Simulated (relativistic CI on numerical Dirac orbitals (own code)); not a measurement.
# Cu⁴⁺: 3s photoemission with charge transfer

Aim: the 3s photoemission spectrum of Cu⁴⁺ in a cubic metal-ligand cluster, for 5 values of Upd.

Program: relativistic CI on numerical Dirac orbitals (own code) version 3. Level of theory: charge-transfer multiplet model of a cubic metal-ligand cluster with up to 3 ligand holes, Slater and spin-orbit integrals from Dirac-Coulomb-Breit ions, Slater integrals scaled by 0.8. These are calculated values, not measurements, unless marked.

### 1 Starting point

```
ion                  : Cu⁴⁺ (Cu V)
nuclear charge       : 29
electrons            : 25
d electrons          : 7
ligand holes at most : 3
parameters           : in eV; Veg, Vt2g hoppings, tenDq and tenDqL metal and ligand splittings (negative tenDq: tetrahedral), red the scaling of hopping with a core hole
temperature          : 300 K
widths               : Lorentz 1.4 eV, Gauss 0.8 eV
```

### 2 Upd = 10.4 eV

Settings, as recorded:

```ini
cluster ion=Cu4+ d7 ligand_holes=3 slater_scale=0.8
Delta=-0.4 Udd=8.6 Upd=10.4 tenDq=0.95 tenDqL=0.9 Veg=2.55 Vt2g=-1.31 red=0.8
spectrum xps 3s T=300 lorentz=1.4 gauss=0.8
```

Started as:

```
> python run_levels.py task.json out
```

One command runs all members of the session, one after another, from task.json.

The program writes no log. Results of the run, from its result record (rounded, main fields), shortened:

```text
{
  "status": "converged",
  "curve, one point in 7 above 2 % of the maximum [energy, intensity] [eV from the first main peak; 1/eV]": [
    [-3.8, 0.008028],
    [-3.1, 0.01173],
    [-2.4, 0.01893],
    [-1.7, 0.03572],
    [-1, 0.082],
    [-0.3, 0.1627],
    [0.4, 0.1453],
    [1.1, 0.08094],
    [1.8, 0.05818],
    [2.5, 0.03746],
    [3.2, 0.02259],
    [3.9, 0.01729],
    [4.6, 0.01764],
    [5.3, 0.02483],
    [6, 0.03945],
    [6.7, 0.06076],
    [7.4, 0.07351],
    [8.1, 0.05265],
    [8.8, 0.03413],
    [9.5, 0.03356],
    [10.2, 0.03243],
    [10.9, 0.0324],
    [11.6, 0.03365],
    [12.3, 0.02444],
    [13, 0.01765],
    [13.7, 0.01864],
    [14.4, 0.01894],
    [15.1, 0.01579],
    "... 13 more rows left out ..."
  ],
  "weights": [0.311767, 0.60397, 0.0826128, 0.00165001],
  "n_d": 7.77415,
  "n_eg": 1.86012,
  "ground_S": 0.583365,
  "ground_energy [eV]": -7.71063,
  "cluster_levels [E_eV, degeneracy, S, weight_dn]": [
    [7.105e-15, 4, 0.5834, 0.3118],
    [0.3076, 2, 1.498, 0.4914],
    [0.3799, 4, 1.492, 0.4875],
    [0.5049, 2, 1.499, 0.4845],
    [0.5216, 4, 1.461, 0.4746],
    [1.562, 4, 0.5806, 0.3337],
    [1.61, 2, 0.537, 0.3162],
    [1.783, 4, 0.5281, 0.3233],
    [1.835, 2, 0.5722, 0.3282],
    [2.028, 4, 1.486, 0.5212],
    [2.028, 2, 1.456, 0.5116],
    [2.094, 4, 1.447, 0.5083],
    [2.109, 2, 1.481, 0.5174],
    [2.307, 4, 0.5468, 0.3084],
    [2.371, 2, 0.5247, 0.3027],
    [2.861, 2, 0.5912, 0.2837],
    [2.895, 4, 0.5693, 0.279],
    [3.109, 4, 1.471, 0.3503],
    [3.117, 2, 1.451, 0.347],
    [3.229, 4, 1.47, 0.3543],
    [3.287, 2, 1.479, 0.3619],
    [3.511, 2, 1.495, 0.000914],
    "... 2 more rows left out ..."
  ],
  "atomic [eV]": {"ground": {"F2dd": 11.838, "F4dd": 7.42244, "zeta_d": 0.120356}, "final": {"F2dd": 12.5699, "F4dd": 7.91514, "zeta_d": 0.132819, "zeta_core": 0.0, "G2cd": 12.0984}}
}
```

Run time: 2.1 s. Hardware: 1 thread of Neoverse-V2, shared host; peak memory 0.21 GiB.

### 3 Upd = 8.6 eV

Settings, as recorded:

```ini
cluster ion=Cu4+ d7 ligand_holes=3 slater_scale=0.8
Delta=-0.4 Udd=8.6 Upd=8.6 tenDq=0.95 tenDqL=0.9 Veg=2.55 Vt2g=-1.31 red=0.8
spectrum xps 3s T=300 lorentz=1.4 gauss=0.8
```

Result record:

```text
{
  "status": "converged",
  "curve, one point in 10 above 2 % of the maximum [energy, intensity] [eV from the first main peak; 1/eV]": [
    [-3.4, 0.01098],
    [-2.4, 0.02105],
    [-1.4, 0.05537],
    [-0.4, 0.1727],
    [0.6, 0.1417],
    [1.6, 0.06164],
    [2.6, 0.0529],
    [3.6, 0.02614],
    [4.6, 0.01713],
    [5.6, 0.02114],
    [6.6, 0.04956],
    [7.6, 0.08024],
    [8.6, 0.04124],
    [9.6, 0.0241],
    [10.6, 0.02096],
    [11.6, 0.03223],
    [12.6, 0.0222],
    [13.6, 0.01139],
    [14.6, 0.01191],
    [15.6, 0.01897],
    [16.6, 0.01476],
    [17.6, 0.008218],
    [18.6, 0.004932],
    [19.6, 0.005697],
    [20.6, 0.01013],
    [21.6, 0.005537]
  ],
  "weights": [0.311767, 0.60397, 0.0826128, 0.00165001],
  "n_d": 7.77415,
  "n_eg": 1.86012,
  "ground_S": 0.583365,
  "ground_energy [eV]": -7.71063,
  "cluster_levels [E_eV, degeneracy, S, weight_dn]": [
    [7.105e-15, 4, 0.5834, 0.3118],
    [0.3076, 2, 1.498, 0.4914],
    [0.3799, 4, 1.492, 0.4875],
    [0.5049, 2, 1.499, 0.4845],
    [0.5216, 4, 1.461, 0.4746],
    [1.562, 4, 0.5806, 0.3337],
    [1.61, 2, 0.537, 0.3162],
    [1.783, 4, 0.5281, 0.3233],
    [1.835, 2, 0.5722, 0.3282],
    [2.028, 4, 1.486, 0.5212],
    [2.028, 2, 1.456, 0.5116],
    [2.094, 4, 1.447, 0.5083],
    [2.109, 2, 1.481, 0.5174],
    [2.307, 4, 0.5468, 0.3084],
    [2.371, 2, 0.5247, 0.3027],
    [2.861, 2, 0.5912, 0.2837],
    [2.895, 4, 0.5693, 0.279],
    [3.109, 4, 1.471, 0.3503],
    [3.117, 2, 1.451, 0.347],
    [3.229, 4, 1.47, 0.3543],
    [3.287, 2, 1.479, 0.3619],
    [3.511, 2, 1.495, 0.000914],
    "... 2 more rows left out ..."
  ],
  "atomic [eV]": {"ground": {"F2dd": 11.838, "F4dd": 7.42244, "zeta_d": 0.120356}, "final": {"F2dd": 12.5699, "F4dd": 7.91514, "zeta_d": 0.132819, "zeta_core": 0.0, "G2cd": 12.0984}}
}
```

Run time: 2.1 s. Hardware: 1 thread of Neoverse-V2, shared host; peak memory 0.22 GiB.

### 4 Upd = 9.2 eV

Settings, as recorded:

```ini
cluster ion=Cu4+ d7 ligand_holes=3 slater_scale=0.8
Delta=-0.4 Udd=8.6 Upd=9.2 tenDq=0.95 tenDqL=0.9 Veg=2.55 Vt2g=-1.31 red=0.8
spectrum xps 3s T=300 lorentz=1.4 gauss=0.8
```

Result record:

```text
{
  "status": "converged",
  "curve, one point in 11 above 2 % of the maximum [energy, intensity] [eV from the first main peak; 1/eV]": [
    [-3.5, 0.009724],
    [-2.4, 0.01937],
    [-1.3, 0.0558],
    [-0.2, 0.1805],
    [0.9, 0.1086],
    [2, 0.05901],
    [3.1, 0.03384],
    [4.2, 0.01762],
    [5.3, 0.01887],
    [6.4, 0.0421],
    [7.5, 0.07947],
    [8.6, 0.04124],
    [9.7, 0.02605],
    [10.8, 0.02507],
    [11.9, 0.03516],
    [13, 0.01709],
    [14.1, 0.0104],
    [15.2, 0.01466],
    [16.3, 0.01663],
    [17.4, 0.01723],
    [18.5, 0.007488],
    [19.6, 0.004809],
    [20.7, 0.007485],
    [21.8, 0.01006],
    [22.9, 0.003858]
  ],
  "weights": [0.311767, 0.60397, 0.0826128, 0.00165001],
  "n_d": 7.77415,
  "n_eg": 1.86012,
  "ground_S": 0.583365,
  "ground_energy [eV]": -7.71063,
  "cluster_levels [E_eV, degeneracy, S, weight_dn]": [
    [7.105e-15, 4, 0.5834, 0.3118],
    [0.3076, 2, 1.498, 0.4914],
    [0.3799, 4, 1.492, 0.4875],
    [0.5049, 2, 1.499, 0.4845],
    [0.5216, 4, 1.461, 0.4746],
    [1.562, 4, 0.5806, 0.3337],
    [1.61, 2, 0.537, 0.3162],
    [1.783, 4, 0.5281, 0.3233],
    [1.835, 2, 0.5722, 0.3282],
    [2.028, 4, 1.486, 0.5212],
    [2.028, 2, 1.456, 0.5116],
    [2.094, 4, 1.447, 0.5083],
    [2.109, 2, 1.481, 0.5174],
    [2.307, 4, 0.5468, 0.3084],
    [2.371, 2, 0.5247, 0.3027],
    [2.861, 2, 0.5912, 0.2837],
    [2.895, 4, 0.5693, 0.279],
    [3.109, 4, 1.471, 0.3503],
    [3.117, 2, 1.451, 0.347],
    [3.229, 4, 1.47, 0.3543],
    [3.287, 2, 1.479, 0.3619],
    [3.511, 2, 1.495, 0.000914],
    "... 2 more rows left out ..."
  ],
  "atomic [eV]": {"ground": {"F2dd": 11.838, "F4dd": 7.42244, "zeta_d": 0.120356}, "final": {"F2dd": 12.5699, "F4dd": 7.91514, "zeta_d": 0.132819, "zeta_core": 0.0, "G2cd": 12.0984}}
}
```

Wall time 2.1 s (1 thread of Neoverse-V2, shared host); peak memory 0.22 GiB.

### 5 Upd = 9.8 eV

Settings, as recorded:

```ini
cluster ion=Cu4+ d7 ligand_holes=3 slater_scale=0.8
Delta=-0.4 Udd=8.6 Upd=9.8 tenDq=0.95 tenDqL=0.9 Veg=2.55 Vt2g=-1.31 red=0.8
spectrum xps 3s T=300 lorentz=1.4 gauss=0.8
```

Result record:

```text
{
  "status": "converged",
  "curve, one point in 11 above 2 % of the maximum [energy, intensity] [eV from the first main peak; 1/eV]": [
    [-3.7, 0.008766],
    [-2.6, 0.01694],
    [-1.5, 0.04612],
    [-0.4, 0.1602],
    [0.7, 0.1186],
    [1.8, 0.06039],
    [2.9, 0.0318],
    [4, 0.01736],
    [5.1, 0.01954],
    [6.2, 0.04115],
    [7.3, 0.07645],
    [8.4, 0.0437],
    [9.5, 0.0296],
    [10.6, 0.02819],
    [11.7, 0.03543],
    [12.8, 0.01909],
    [13.9, 0.01305],
    [15, 0.01505],
    [16.1, 0.0118],
    [17.2, 0.01797],
    [18.3, 0.01665],
    [19.4, 0.006925],
    [20.5, 0.00497],
    [21.6, 0.009124],
    [22.7, 0.009634]
  ],
  "weights": [0.311767, 0.60397, 0.0826128, 0.00165001],
  "n_d": 7.77415,
  "n_eg": 1.86012,
  "ground_S": 0.583365,
  "ground_energy [eV]": -7.71063,
  "cluster_levels [E_eV, degeneracy, S, weight_dn]": [
    [7.105e-15, 4, 0.5834, 0.3118],
    [0.3076, 2, 1.498, 0.4914],
    [0.3799, 4, 1.492, 0.4875],
    [0.5049, 2, 1.499, 0.4845],
    [0.5216, 4, 1.461, 0.4746],
    [1.562, 4, 0.5806, 0.3337],
    [1.61, 2, 0.537, 0.3162],
    [1.783, 4, 0.5281, 0.3233],
    [1.835, 2, 0.5722, 0.3282],
    [2.028, 4, 1.486, 0.5212],
    [2.028, 2, 1.456, 0.5116],
    [2.094, 4, 1.447, 0.5083],
    [2.109, 2, 1.481, 0.5174],
    [2.307, 4, 0.5468, 0.3084],
    [2.371, 2, 0.5247, 0.3027],
    [2.861, 2, 0.5912, 0.2837],
    [2.895, 4, 0.5693, 0.279],
    [3.109, 4, 1.471, 0.3503],
    [3.117, 2, 1.451, 0.347],
    [3.229, 4, 1.47, 0.3543],
    [3.287, 2, 1.479, 0.3619],
    [3.511, 2, 1.495, 0.000914],
    "... 2 more rows left out ..."
  ],
  "atomic [eV]": {"ground": {"F2dd": 11.838, "F4dd": 7.42244, "zeta_d": 0.120356}, "final": {"F2dd": 12.5699, "F4dd": 7.91514, "zeta_d": 0.132819, "zeta_core": 0.0, "G2cd": 12.0984}}
}
```

It took 2.1 s on 1 thread of Neoverse-V2, shared host; peak memory 0.22 GiB.

### 6 Upd = 11 eV

Settings, as recorded:

```ini
cluster ion=Cu4+ d7 ligand_holes=3 slater_scale=0.8
Delta=-0.4 Udd=8.6 Upd=11 tenDq=0.95 tenDqL=0.9 Veg=2.55 Vt2g=-1.31 red=0.8
spectrum xps 3s T=300 lorentz=1.4 gauss=0.8
```

Result record:

```text
{
  "status": "converged",
  "curve, one point in 12 above 2 % of the maximum [energy, intensity] [eV from the first main peak; 1/eV]": [
    [-3.8, 0.00746],
    [-2.6, 0.01493],
    [-1.4, 0.04462],
    [-0.2, 0.1571],
    [1, 0.0878],
    [2.2, 0.04289],
    [3.4, 0.01975],
    [4.6, 0.01819],
    [5.8, 0.03784],
    [7, 0.06626],
    [8.2, 0.04896],
    [9.4, 0.03686],
    [10.6, 0.03418],
    [11.8, 0.02758],
    [13, 0.0217],
    [14.2, 0.02378],
    [15.4, 0.01524],
    [16.6, 0.007902],
    [17.8, 0.008205],
    [19, 0.02289],
    [20.2, 0.01653],
    [21.4, 0.006625],
    [22.6, 0.005781],
    [23.8, 0.01296],
    [25, 0.006577]
  ],
  "weights": [0.311767, 0.60397, 0.0826128, 0.00165001],
  "n_d": 7.77415,
  "n_eg": 1.86012,
  "ground_S": 0.583365,
  "ground_energy [eV]": -7.71063,
  "cluster_levels [E_eV, degeneracy, S, weight_dn]": [
    [7.105e-15, 4, 0.5834, 0.3118],
    [0.3076, 2, 1.498, 0.4914],
    [0.3799, 4, 1.492, 0.4875],
    [0.5049, 2, 1.499, 0.4845],
    [0.5216, 4, 1.461, 0.4746],
    [1.562, 4, 0.5806, 0.3337],
    [1.61, 2, 0.537, 0.3162],
    [1.783, 4, 0.5281, 0.3233],
    [1.835, 2, 0.5722, 0.3282],
    [2.028, 4, 1.486, 0.5212],
    [2.028, 2, 1.456, 0.5116],
    [2.094, 4, 1.447, 0.5083],
    [2.109, 2, 1.481, 0.5174],
    [2.307, 4, 0.5468, 0.3084],
    [2.371, 2, 0.5247, 0.3027],
    [2.861, 2, 0.5912, 0.2837],
    [2.895, 4, 0.5693, 0.279],
    [3.109, 4, 1.471, 0.3503],
    [3.117, 2, 1.451, 0.347],
    [3.229, 4, 1.47, 0.3543],
    [3.287, 2, 1.479, 0.3619],
    [3.511, 2, 1.495, 0.000914],
    "... 2 more rows left out ..."
  ],
  "atomic [eV]": {"ground": {"F2dd": 11.838, "F4dd": 7.42244, "zeta_d": 0.120356}, "final": {"F2dd": 12.5699, "F4dd": 7.91514, "zeta_d": 0.132819, "zeta_core": 0.0, "G2cd": 12.0984}}
}
```

Wall time 2 s (1 thread of Neoverse-V2, shared host); peak memory 0.22 GiB.

### 7 Comparison

| run | d count | weight without ligand hole | ground S | up to four highest peaks (% of the highest), eV from the first main peak |
| --- | --- | --- | --- | --- |
| Upd = 10.4 eV | 7.77 | 0.31 | 0.58 | 0.0 (100), 7.3 (42), 9.7 (19), 11.4 (20) |
| Upd = 8.6 eV | 7.77 | 0.31 | 0.58 | 0.0 (100), 7.5 (41), 11.8 (17), 15.7 (10) |
| Upd = 9.2 eV | 7.77 | 0.31 | 0.58 | 0.0 (100), 7.5 (42), 11.8 (19), 17.0 (10) |
| Upd = 9.8 eV | 7.77 | 0.31 | 0.58 | 0.0 (100), 7.4 (42), 11.6 (20), 17.7 (12) |
| Upd = 11 eV | 7.77 | 0.31 | 0.58 | 0.0 (100), 7.4 (43), 9.8 (24), 19.4 (16) |

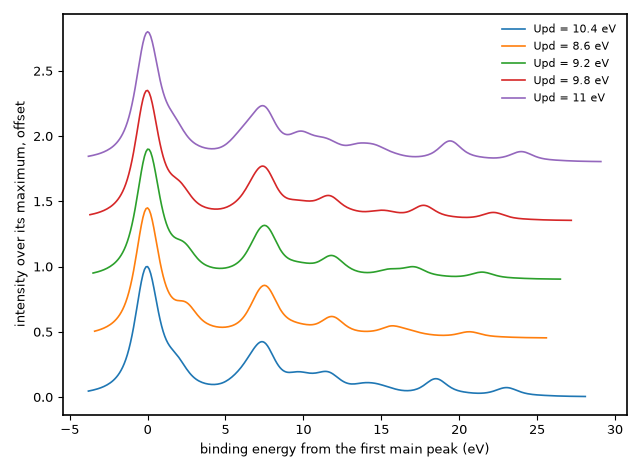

The spectra, each scaled to its maximum and offset.

### 8 What came out

| quantity | value |
| --- | --- |
| d count | 7.77 to 7.77 |
| ground spin (effective S from ⟨S²⟩) | 0.58 |

What this shows: From Upd = 8.6 eV to Upd = 11 eV the ground-state d count stays at 7.77, as the core hole does not act on the ground state. In the first run the ligand-hole configurations outweigh d7 itself: the bond is strongly covalent. The cluster parameters are drawn, not fitted to a compound. The exchange splitting of an s hole comes out too large without intra-shell correlation.
